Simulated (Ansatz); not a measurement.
## Abstraction of H: SnH3(SeH) + C2H2I → SnH2(SeH) + C2H3I

Species: SnH3(SeH), singlet; C2H2I `[H]/[C]=C\I`, doublet; SnH2(SeH), doublet; C2H3I (vinyl iodide) `C=CI`, singlet. A radical takes H: the energy is the difference in strength between the Sn–H bond broken and the C–H bond made.

Shapes, held fixed at every level: PBE0-D4/def2-TZVP. Flexible molecules stand in one conformer, not always the lowest. Programs: Ansatz 0.2.0. The zero-point and thermal change to 298 K, harmonic and unscaled (PBE0-D4/def2-TZVP), is +14.4 kJ/mol.

```
               level                    kind  ΔH(298 K) (kJ/mol)  CPU time (sum over the molecules)
    SPW92/def2-TZVPP                     LDA              -158.6                              9.9 s
   PBE-D4/def2-TZVPP                     GGA              -149.1                               14 s
r2SCAN-D4/def2-TZVPP                meta-GGA              -138.8                               26 s
 B3LYP-D4/def2-TZVPP           global hybrid              -146.3                               20 s
 BHLYP-D4/def2-TZVPP           global hybrid              -141.9                               18 s
  PBE0-D4/def2-TZVPP           global hybrid              -146.6                               16 s
  wB97M-V/def2-TZVPP  range-separated hybrid              -148.0                               56 s
   B2PLYP/def2-TZVPP           double hybrid              -147.0                               29 s
```

B2PLYP/def2-TZVPP gives ΔH(298 K) = -147.0 kJ/mol; the levels span -158.6 to -138.8. The median of the levels is -146.8. No measured value is set beside it here. Spin contamination: C2H2I (⟨S²⟩ up to 0.98). Open shells run unrestricted. For atoms past krypton def2 sets carry core potentials with scalar relativity. Relativity is left out for Se. Outer-core shells of I, Se, Sn are correlated, in sets that cover them unevenly. Times are processor times on shared x86 and Arm servers, and rough.

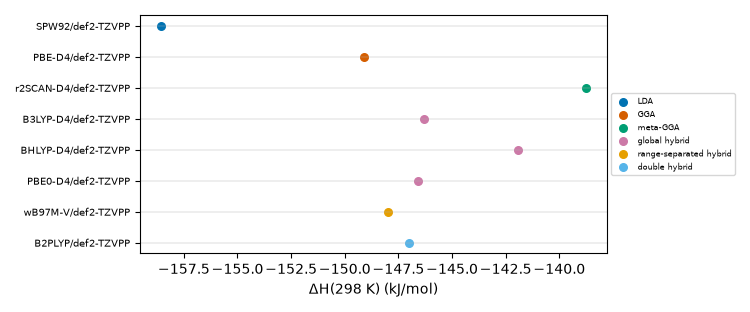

The values of the table, level by level.
